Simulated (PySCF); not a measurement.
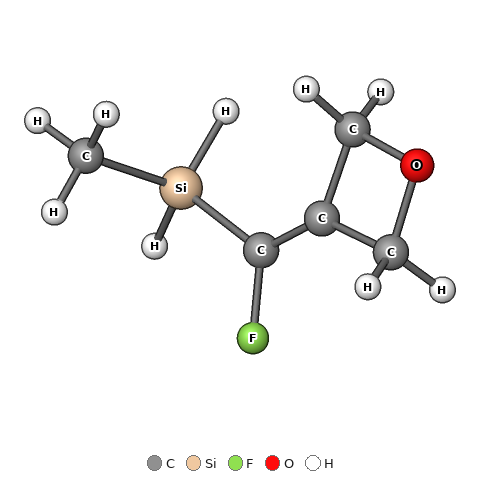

Geometry used (C₅H₉FOSi, SMILES C[SiH2]C(F)=C1COC1).

Vertical TDDFT excitations, CAM-B3LYP/def2-SVPD with PySCF, at a GFN2-xTB geometry (no frequency check), gas phase.

### Predict the low-lying singlet excitations and the spectrum.

The lowest singlet lies at 6.12 eV (203 nm, f = 0.228); the brightest of the first 8 is S1 at 6.12 eV (203 nm), f = 0.228, mainly HOMO → LUMO (91 %). No singlet lies below 3.1 eV (beyond 400 nm), so at this level no vertical transition falls in the visible.


```tsv
state	E (eV)	λ (nm)	f	main character
S1	6.12	203	0.228	HOMO → LUMO (91 %)
S2	6.52	190	0.003	HOMO → LUMO+1 (49 %)
S3	6.87	181	0.002	HOMO → LUMO+3 (53 %)
S4	6.90	180	0.003	HOMO → LUMO+1 (23 %)
S5	7.19	172	0.145	HOMO−1 → LUMO (80 %)
S6	7.20	172	0.005	HOMO−2 → LUMO (80 %)
S7	7.67	162	0.016	HOMO → LUMO+4 (22 %)
S8	7.76	160	0.016	HOMO → LUMO+6 (37 %)
```

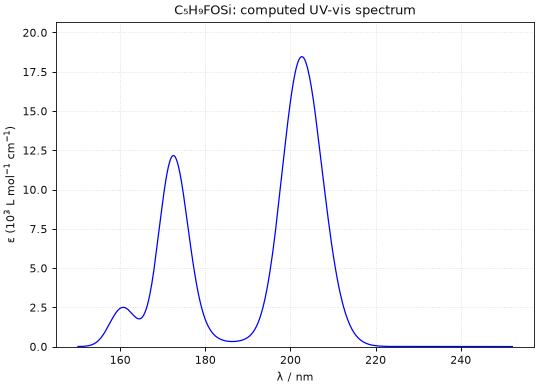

Only the first 8 singlet excitations are included; each is broadened by a Gaussian of 1/e half-width 0.20 eV.

Caveats: the tight-binding geometry is rougher than a DFT one and adds to the error; one conformer of a flexible molecule; core orbitals are frozen in the response.
